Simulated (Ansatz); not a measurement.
TiH$_{3}$BrClO$_{2}$F: nudged elastic band (part 2 of 2)

TiH$_{3}$BrClO$_{2}$F; RHF/def2-SVP (Ansatz 0.2.0). It belongs to a series of runs on one base structure; here: band between the two ends.

Geometry of the input (Å):
```
Ti 0.1248  -0.5877  -0.3347
F  -0.3273  -1.0359  1.2976
O  1.7989  -0.1323  -0.3599
H  2.4926  0.4678  -0.5837
O  -0.8857  0.7391  -0.7948
H  -1.6530  1.2717  -0.6425
Cl -0.2387  -2.3288  -1.6790
Br -3.0809  0.9430  2.2611
H  -2.0538  -0.0235  2.3189
```

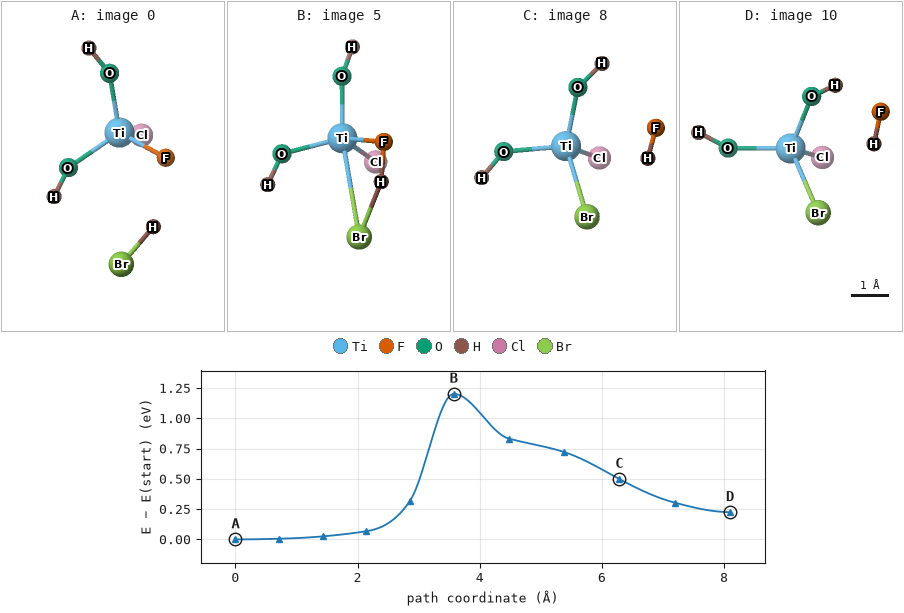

*Images of the last band (counted from 0; ball-and-stick, seen at a tilt) above the energy along the path; the line is a cubic interpolation that uses the forces.*

The highest image is number 5, 1.203 eV above the start and 0.978 eV above the end (the climbing image); the end lies 0.225 eV above the start. The path is 8.09 Å long. The band converged in 34 iterations.

```
Total energy: -112400.75947729 eV, -4130.6517228193 hartree
Atom 0 at    -0.183785    -0.171188    -0.096831 Å, force     0.002103     0.002464    -0.001299 eV/Å
Atom 1 at    -0.168783    -0.395568     1.850996 Å, force     0.003767    -0.000563    -0.001116 eV/Å
Atom 2 at     1.515069    -0.029663    -0.287789 Å, force    -0.000843    -0.006786     0.004275 eV/Å
Atom 3 at     2.362589    -0.376142    -0.526063 Å, force     0.000236     0.004518    -0.003035 eV/Å
Atom 4 at    -0.815818     1.296707    -0.758640 Å, force    -0.002868    -0.001619     0.001531 eV/Å
Atom 5 at    -1.712746     1.607064    -0.794284 Å, force     0.001846     0.000718    -0.001110 eV/Å
Atom 6 at    -0.695268    -1.970590    -1.267308 Å, force    -0.000247     0.000139     0.000136 eV/Å
Atom 7 at    -2.855135    -0.266243     1.357570 Å, force     0.001352    -0.000569     0.000305 eV/Å
Atom 8 at    -1.269222    -0.381077     2.005350 Å, force    -0.005346     0.001698     0.000313 eV/Å
Dipole moment:     0.725641     0.197327    -0.189045 e Å
this run last wrote the band of iteration 34 to [file]
```

## The last band as extended XYZ (Å, eV, eV/Å)
```
9
Properties=species:S:1:pos:R:3:forces:R:3 image=0 energy=-112401.96239
Ti    0.1248   -0.5877   -0.3347   -0.0157  -0.0092  -0.0113
F    -0.3273   -1.0359    1.2976    0.0004   0.0019   0.0029
O     1.7989   -0.1323   -0.3599    0.0004  -0.0035   0.0000
H     2.4926    0.4678   -0.5837    0.0047   0.0043  -0.0005
O    -0.8857    0.7391   -0.7948    0.0040   0.0017   0.0026
H    -1.6530    1.2717   -0.6425   -0.0001  -0.0015   0.0004
Cl   -0.2387   -2.3288   -1.6790    0.0058   0.0061   0.0059
Br   -3.0809    0.9430    2.2611    0.0015   0.0005   0.0014
H    -2.0538   -0.0235    2.3189   -0.0012  -0.0005  -0.0015
9
Properties=species:S:1:pos:R:3:forces:R:3 image=1 energy=-112401.95659
Ti    0.1656   -0.4957   -0.2684   -0.0001  -0.0031  -0.0012
F    -0.1923   -0.8212    1.4157   -0.0022  -0.0056  -0.0018
O     1.8611   -0.1777   -0.4526   -0.0002   0.0005   0.0020
H     2.5850    0.3342   -0.7774   -0.0023   0.0054   0.0021
O    -0.7790    0.8750   -0.7442   -0.0014  -0.0023  -0.0004
H    -1.5752    1.3775   -0.6490   -0.0008  -0.0032   0.0019
Cl   -0.4335   -2.2790   -1.4616    0.0040  -0.0020  -0.0049
Br   -3.3230    0.6152    2.1114    0.0026   0.0085   0.0028
H    -2.1318   -0.1150    2.3092    0.0003   0.0020  -0.0005
9
Properties=species:S:1:pos:R:3:forces:R:3 image=2 energy=-112401.93746
Ti    0.1784   -0.3642   -0.2145    0.0013  -0.0107   0.0014
F    -0.1065   -0.5687    1.5022   -0.0072  -0.0119  -0.0017
O     1.8746   -0.1749   -0.4985    0.0056  -0.0151   0.0105
H     2.6984    0.1164   -0.8544   -0.0003   0.0351  -0.0159
O    -0.7183    1.0223   -0.7434    0.0049  -0.0085  -0.0002
H    -1.5369    1.4965   -0.7295    0.0079  -0.0030   0.0015
Cl   -0.5853   -2.1820   -1.2476    0.0037  -0.0064  -0.0086
Br   -3.4643    0.2024    1.9709   -0.0068   0.0185   0.0108
H    -2.1633   -0.2345    2.2978   -0.0091   0.0019   0.0021
9
Properties=species:S:1:pos:R:3:forces:R:3 image=3 energy=-112401.89473
Ti    0.1481   -0.2119   -0.2187    0.0204  -0.0006  -0.0159
F    -0.0191   -0.4344    1.5131   -0.0017  -0.0096  -0.0162
O     1.8217    0.0329   -0.6049    0.0177  -0.0087  -0.0142
H     2.7059   -0.2979   -0.6307    0.0299   0.0237  -0.0150
O    -0.7797    1.1691   -0.7196    0.0040  -0.0152  -0.0018
H    -1.6492    1.5427   -0.7165    0.0087  -0.0040   0.0141
Cl   -0.6057   -2.0657   -1.1882    0.0121  -0.0063  -0.0044
Br   -3.3824   -0.0930    1.8039   -0.0467   0.0214   0.0350
H    -2.0627   -0.3285    2.2446   -0.0444  -0.0008   0.0183
9
Properties=species:S:1:pos:R:3:forces:R:3 image=4 energy=-112401.64400
Ti    0.0086   -0.1636   -0.1266    0.2226   0.0078  -0.0271
F    -0.0183   -0.3900    1.6392    0.1774  -0.0047  -0.2532
O     1.6822    0.0503   -0.4720    0.1885   0.0819  -0.2163
H     2.5059   -0.4052   -0.5295    0.1630  -0.0361  -0.0114
O    -0.8288    1.2530   -0.6915   -0.0103  -0.0352   0.0893
H    -1.7017    1.6065   -0.7835    0.0156   0.0078   0.0244
Cl   -0.6799   -1.9921   -1.1898    0.0061  -0.0150   0.0758
Br   -3.0520   -0.2762    1.5464   -0.2180  -0.0109   0.2225
H    -1.7392   -0.3695    2.0903   -0.5449   0.0044   0.0960
9
Properties=species:S:1:pos:R:3:forces:R:3 image=5 energy=-112400.75948
Ti   -0.1838   -0.1712   -0.0968    0.0021   0.0025  -0.0013
F    -0.1688   -0.3956    1.8510    0.0038  -0.0006  -0.0011
O     1.5151   -0.0297   -0.2878   -0.0008  -0.0068   0.0043
H     2.3626   -0.3761   -0.5261    0.0002   0.0045  -0.0030
O    -0.8158    1.2967   -0.7586   -0.0029  -0.0016   0.0015
H    -1.7127    1.6071   -0.7943    0.0018   0.0007  -0.0011
Cl   -0.6953   -1.9706   -1.2673   -0.0002   0.0001   0.0001
Br   -2.8551   -0.2662    1.3576    0.0014  -0.0006   0.0003
H    -1.2692   -0.3811    2.0053   -0.0053   0.0017   0.0003
9
Properties=species:S:1:pos:R:3:forces:R:3 image=6 energy=-112401.12970
Ti   -0.4053   -0.1845   -0.1365   -0.0457   0.0159  -0.0132
F    -0.0404   -0.2770    2.0845    0.0124  -0.0054   0.0666
O     1.3276   -0.1174   -0.1171   -0.0556  -0.0401   0.0165
H     2.1692   -0.4509   -0.3894   -0.0359   0.0120   0.0358
O    -0.8327    1.2998   -0.9203    0.0036   0.0148  -0.0365
H    -1.7064    1.6430   -1.0574   -0.0051   0.0046  -0.0408
Cl   -0.7179   -1.9273   -1.4707   -0.0041   0.0151  -0.0441
Br   -2.7178   -0.3491    1.0659    0.0317  -0.0209  -0.0625
H    -0.8994   -0.3233    2.4240    0.0986   0.0038   0.0782
9
Properties=species:S:1:pos:R:3:forces:R:3 image=7 energy=-112401.24014
Ti   -0.4769   -0.0992   -0.2414    0.0341   0.0035  -0.0087
F     0.0857   -0.6059    2.1321    0.0012  -0.0829   0.0046
O     1.2494    0.0545   -0.1287   -0.0570   0.0238  -0.0086
H     2.0513   -0.4039    0.0738   -0.0269   0.0310   0.0756
O    -0.8965    1.2729   -1.2041   -0.0084   0.0235  -0.0744
H    -1.7379    1.6596   -1.4042   -0.0200  -0.0061  -0.0459
Cl   -0.7557   -1.9646   -1.4049   -0.0064  -0.0044   0.0236
Br   -2.6158   -0.0473    1.1119    0.0302   0.0674   0.0195
H    -0.7268   -0.5529    2.5486    0.0532  -0.0557   0.0142
9
Properties=species:S:1:pos:R:3:forces:R:3 image=8 energy=-112401.46295
Ti   -0.5663   -0.0771   -0.4658   -0.0417   0.0004  -0.0915
F     0.2724   -0.8343    2.5325    0.0671  -0.1054   0.1175
O     1.0923    0.0973   -0.0275   -0.0362   0.0621   0.0229
H     1.8323   -0.3120    0.3987   -0.0815   0.0153   0.1038
O    -0.9302    1.2446   -1.5196   -0.0341   0.0022  -0.0826
H    -1.7190    1.7028   -1.7724    0.0030   0.0253  -0.0998
Cl   -0.8067   -2.0276   -1.4793   -0.0209  -0.0082  -0.0369
Br   -2.4118    0.1012    1.1373    0.0792   0.0433   0.0211
H    -0.5860   -0.5815    2.6790    0.0651  -0.0350   0.0454
9
Properties=species:S:1:pos:R:3:forces:R:3 image=9 energy=-112401.65819
Ti   -0.6816   -0.1329   -0.6226   -0.0378  -0.0109  -0.0410
F     0.5163   -0.8065    2.7749    0.0555  -0.0116   0.0248
O     0.8853    0.0932    0.0593   -0.0237   0.0160  -0.0081
H     1.4577   -0.2175    0.7503   -0.0791   0.0094   0.0751
O    -1.0551    1.1296   -1.7325   -0.0164   0.0051   0.0079
H    -1.4392    1.9412   -2.0248    0.0415   0.0367  -0.0708
Cl   -0.8139   -2.1235   -1.5803   -0.0049  -0.0151  -0.0158
Br   -2.3335    0.0076    1.1460    0.0220  -0.0147   0.0143
H    -0.3590   -0.5780    2.7127    0.0431  -0.0150   0.0137
9
Properties=species:S:1:pos:R:3:forces:R:3 image=10 energy=-112401.73740
Ti   -0.8188   -0.2240   -0.6852    0.0038  -0.0037  -0.0127
F     0.7044   -0.4651    2.8378   -0.0181   0.0037  -0.0032
O     0.7117   -0.0191    0.0659   -0.0046  -0.0060   0.0061
H     1.1508   -0.1353    0.9032    0.0024   0.0019   0.0021
O    -1.1736    1.1110   -1.7253   -0.0036  -0.0031   0.0071
H    -0.9238    1.9508   -2.0798    0.0026   0.0036  -0.0025
Cl   -0.8787   -2.1300   -1.8184   -0.0027   0.0070   0.0062
Br   -2.3920   -0.2970    1.1576    0.0011  -0.0029  -0.0023
H    -0.2031   -0.4780    2.8272    0.0191  -0.0005  -0.0007
```

## Key numbers

- outcome: converged
- barrier, forward: 1.203 eV
- barrier, backward: 0.978 eV
- hardware: 4 threads of AMD EPYC (Zen 5), 16 GiB of memory available, shared host
- wall time: 4.3 min (CPU time 16 min)
- peak memory: 0.46 GiB

## Notes

The order of the saddle point was not checked.
